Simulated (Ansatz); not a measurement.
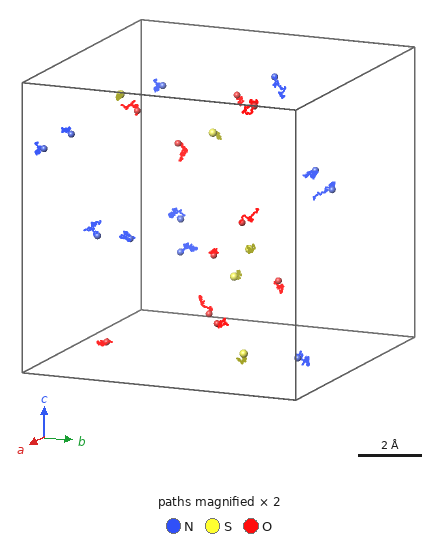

First-principles dynamics of a periodic cell with 5 N2 + 5 SO2 at 0.891 g/cm³, 300 fs long. It starts from the last geometry of an earlier run, with fresh velocities. Lines trace each atom's path, in the colour of its element; spheres stand at the starting positions. The excursions are magnified 2 times. Seen slightly off an axis in the simulation cell.

Theory: DFT PBE-D3(BJ), scalar-relativistic, plane waves, PAW (Ansatz 0.2.0). Settings: plane-wave cutoff 420 eV; k-point mesh 1 × 1 × 1; Fermi-Dirac smearing 0.02 eV; low-accuracy preset; Langevin thermostat (NVT); set temperature 400 K; time step 1.5 fs; friction 0.5 per fs.

Question: How do the atoms move?

Answer: Root-mean-square distances from the starting positions over the second half, with the common drift of all atoms taken out: N 0.21 Å, O 0.17 Å, S 0.12 Å. The heavy atoms stay within a fraction of a molecule's size of their starting places; so short a run doesn't tell a liquid from a solid. The friction is so strong that the slow modes are overdamped, and the motion no longer resembles free dynamics.

Limits of the set-up: the program's low-accuracy preset was used.

Cost: 23 min on 1 thread of Arm Neoverse V1 (shared host), peak memory 0.66 GiB.
